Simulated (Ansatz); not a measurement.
# CCSD(T)/x2c-TZVPPall (sfX2C) run of SiH4 (silane)

Aim: the energy difference between two shapes of SiH4 (silane) at CCSD(T)/x2c-TZVPPall (sfX2C), from 2 runs. 

The calculation is run with Ansatz 0.2.0.

4 further runs of the same task are left out: 2 that didn't finish, 2 set aside as unsound or not needed.

## Step 1: The molecule

The species is SiH4 (5 atoms), meant as a singlet with charge 0. As SMILES, `[SiH4]`. The shape is that of a PBE0-D4/def2-TZVP optimisation.

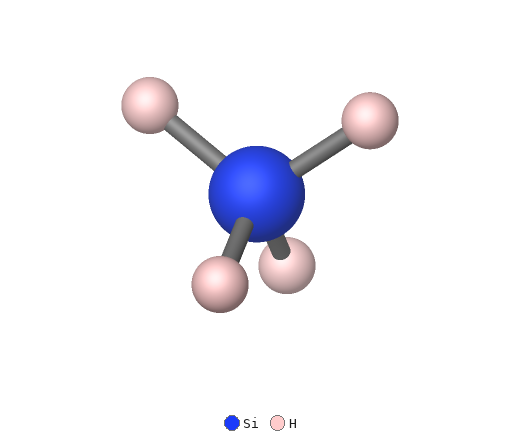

Viewed from a chosen angle; silicon blue, hydrogen pink.

## Step 2: Energy and gradient at CCSD(T)/x2c-TZVPPall (sfX2C)

The input, in.yaml:

```yaml
crystal:
  periodic: [false, false, false]
  atoms:
    - {symbol: Si, position_ang: [-0.000000, 0.000000, -0.000100]}
    - {symbol: H, position_ang: [0.967600, -0.688400, 0.890900]}
    - {symbol: H, position_ang: [-1.331000, 0.044900, 0.656000]}
    - {symbol: H, position_ang: [-0.105100, -0.740300, -1.282600]}
    - {symbol: H, position_ang: [0.468500, 1.383800, -0.264200]}
basis:
  gaussian:
    orbitals: x2c-TZVPPall
correlation:
  method: ccsd_t
  electrons: all
output: {forces: true, orbitals: {seedname: orbitals}}
```

The run is started by

```sh
ansatz run in.yaml --threads 1 --pin off --max-ram 2610MiB --events-out events.jsonl --progress --plain --runs-dir runs
```

Standard output, shortened:

```text
Warning: RAYON_NUM_THREADS=1 ignored (pool sized by the plan → 1); use --threads N
Functional definition: HF
  name "HF"
[...]
540 factors; integrals over basis functions are off by at most 7.0e-4 eV
[...]
mean field -7941.92645451 eV, -291.8604139722 hartree, gradient 2.1e-6 eV, S^2 0.000000; 0 other end points of the search recorded, 0 dependent functions left out
reference -7941.92645451 eV, -291.8604139722 hartree; 9, 9 occupied and 89, 89 virtual orbitals, 540 factors
second order -8.15160715 eV of doubles, -0.00000000 eV of singles
cycle   1  -8.73817892 eV  change   -5.9e-1 eV  update   5.6e-2
[...]
cycle   8  -8.97710069 eV  change   -6.7e-7 eV  update   4.1e-6
perturbative correction -0.15170773 eV, -0.0055751561 hartree
[...]
Total energy: -7951.05526292 eV, -292.1958914936 hartree
Relativity: scalar
Atom 0 at    -0.000000     0.000000    -0.000100 Å, force     0.000140     0.000832     0.001802 eV/Å
Atom 1 at     0.967600    -0.688400     0.890900 Å, force    -0.110367     0.078654    -0.102319 eV/Å
Atom 2 at    -1.331000     0.044900     0.656000 Å, force     0.152133    -0.004961    -0.075590 eV/Å
Atom 3 at    -0.105100    -0.740300    -1.282600 Å, force     0.012019     0.084563     0.146109 eV/Å
Atom 4 at     0.468500     1.383800    -0.264200 Å, force    -0.053925    -0.159088     0.029998 eV/Å
Dipole moment:    -0.000001    -0.000003    -0.000111 e Å
```

Wall time 28 s (1 thread of Arm Neoverse V2, shared host); peak memory 0.47 GiB.

## Step 3: The distorted shape at the same level

The input, in.yaml:

```yaml
crystal:
  periodic: [false, false, false]
  atoms:
    - {symbol: Si, position_ang: [-0.003931, -0.002279, -0.020336]}
    - {symbol: H, position_ang: [0.968365, -0.674232, 0.888957]}
    - {symbol: H, position_ang: [-1.373625, 0.022151, 0.666469]}
    - {symbol: H, position_ang: [-0.081363, -0.741253, -1.289299]}
    - {symbol: H, position_ang: [0.478826, 1.369078, -0.270239]}
basis:
  gaussian:
    orbitals: x2c-TZVPPall
correlation:
  method: ccsd_t
  electrons: all
output: {forces: true, orbitals: {seedname: orbitals}}
```

The run is started by

```sh
ansatz run in.yaml --threads 1 --pin off --max-ram 2610MiB --events-out events.jsonl --progress --plain --runs-dir runs
```

Standard output, shortened:

```text
Warning: RAYON_NUM_THREADS=1 ignored (pool sized by the plan → 1); use --threads N
[... 2 set-up lines as earlier in the session ...]
[...]
540 factors; integrals over basis functions are off by at most 6.9e-4 eV
[...]
mean field -7941.89430274 eV, -291.8592324162 hartree, gradient 2.3e-6 eV, S^2 0.000000; 0 other end points of the search recorded, 0 dependent functions left out
reference -7941.89430274 eV, -291.8592324162 hartree; 9, 9 occupied and 89, 89 virtual orbitals, 540 factors
second order -8.15016848 eV of doubles, -0.00000000 eV of singles
cycle   1  -8.73782099 eV  change   -5.9e-1 eV  update   5.6e-2
[...]
cycle   8  -8.97869555 eV  change   -7.3e-7 eV  update   4.3e-6
perturbative correction -0.15251541 eV, -0.0056048381 hartree
[...]
Total energy: -7951.02551370 eV, -292.1947982297 hartree
Relativity: scalar
Atom 0 at    -0.003931    -0.002279    -0.020336 Å, force    -0.480365    -0.093993     0.726194 eV/Å
Atom 1 at     0.968365    -0.674232     0.888957 Å, force    -0.193727     0.082755    -0.177854 eV/Å
Atom 2 at    -1.373625     0.022151     0.666469 Å, force     0.812400     0.022774    -0.469246 eV/Å
Atom 3 at    -0.081363    -0.741253    -1.289299 Å, force    -0.048385    -0.033491    -0.060807 eV/Å
Atom 4 at     0.478826     1.369078    -0.270239 Å, force    -0.089923     0.021955    -0.018287 eV/Å
Dipole moment:     0.000713     0.003417    -0.018856 e Å
```

Wall time 28 s (1 thread of Arm Neoverse V2, shared host); peak memory 0.47 GiB.

## Step 4: Outcome

Level: CCSD(T)/x2c-TZVPPall (sfX2C).

```
                                              quantity          value
                             first shape: total energy  -292.19589 Eh
       first shape: dipole moment (correlated density)         0.00 D
      first shape: HOMO energy (Hartree–Fock orbitals)      -13.22 eV
      first shape: LUMO energy (Hartree–Fock orbitals)        4.06 eV
    first shape: HOMO–LUMO gap (Hartree–Fock orbitals)       17.28 eV
                       first shape: correlation energy     -335.5 mEh
                           first shape: (T) correction      -5.58 mEh
                            first shape: T1 diagnostic          0.008
                 first shape: largest force on an atom     0.171 eV/Å
                         distorted shape: total energy  -292.19480 Eh
   distorted shape: dipole moment (correlated density)         0.09 D
  distorted shape: HOMO energy (Hartree–Fock orbitals)      -13.03 eV
  distorted shape: LUMO energy (Hartree–Fock orbitals)        3.97 eV
distorted shape: HOMO–LUMO gap (Hartree–Fock orbitals)       17.00 eV
                   distorted shape: correlation energy     -335.6 mEh
                       distorted shape: (T) correction      -5.60 mEh
                        distorted shape: T1 diagnostic          0.008
             distorted shape: largest force on an atom     0.938 eV/Å
                energy change with the atoms displaced       0.030 eV
```

With the atoms displaced the energy rises by 0.03 eV (0.7 kcal/mol). The first shape isn't relaxed at this level, so the change isn't measured from a minimum. The triples (first shape) make up 1.7 % of the correlation energy. Mulliken charges (distorted shape) run from -0.06 on H3 to +0.22 on Si1. The triples (distorted shape) make up 1.7 % of the correlation energy.
